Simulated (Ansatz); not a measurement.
## Fields on a plane of SiC (4H type, space group P6_3mc)

```xyz
8
Lattice="3.0941 0.0000 0.0000 -1.5471 2.6796 0.0000 0.0000 0.0000 10.1292" Properties=species:S:1:pos:R:3 pbc="T T T"
Si     0.0000     0.0000     0.0031
Si     0.0000     0.0000     5.0677
Si     1.5471     0.8932     7.5994
Si     0.0000     1.7864     2.5349
C      0.0000     0.0000     8.2335
C      0.0000     0.0000     3.1690
C      1.5471     0.8932     5.6948
C      0.0000     1.7864     0.6302
```

The slice is a (1 -1 0 0) plane (indices of the conventional cell) through the point (0.000, 0.000, 0.813) (fractional), spanned by u = [110] and v = [001] in vectors of this cell: u (3.09 Å) and v (10.13 Å, at 90° to u). It covers one period; positions are fractions (u, v).

Atoms on it: Si at (0.00, 0.19); Si at (0.00, 0.69); C at (0.00, 0.00); C at (0.00, 0.50). Other atoms lie within 1 Å of the plane.

Computed with PBE (plane waves to 420 eV, PAW, scalar-relativistic; Ansatz, a quantum-chemistry and plane-wave program). k mesh 12×12×4. These are valence fields of a PAW run, semicore shells included where kept as valence: close to a nucleus they are smooth pseudo fields. SiC was relaxed with its symmetry unable to fall. The PAW data are Ansatz's earlier set.

```tsv
v \ u	0.00	0.12	0.25	0.38	0.50	0.62	0.75	0.88
0.90	0.48	0.50	0.48	0.36	0.26	0.36	0.48	0.50
0.80	0.16	0.23	0.38	0.51	0.55	0.51	0.38	0.23
0.70	x	0.31	0.73	0.77	0.68	0.77	0.73	0.31
0.60	0.92	0.86	0.53	0.14	0.06	0.14	0.53	0.86
0.50	x	x	0.82	0.65	0.34	0.65	0.82	x
0.40	0.48	0.50	0.48	0.36	0.26	0.36	0.48	0.50
0.30	0.16	0.23	0.38	0.51	0.55	0.51	0.38	0.23
0.20	x	0.31	0.73	0.77	0.68	0.77	0.73	0.31
0.10	0.92	0.86	0.53	0.14	0.06	0.14	0.53	0.86
0.00	x	x	0.82	0.65	0.34	0.65	0.82	x
```

Values: electron localisation function (ELF). Points within 0.4 Å of a nucleus are blanked (x), as the pseudised field means little there.

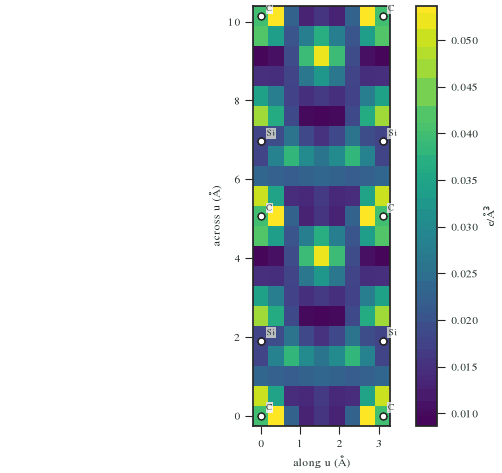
Density of the lowest conduction band (whole band as if filled, smooth part) in e/Å³, one period of the plane, atoms marked. 

Element round which the density of the highest valence band (whole band, smooth part) is largest on this plane: C.
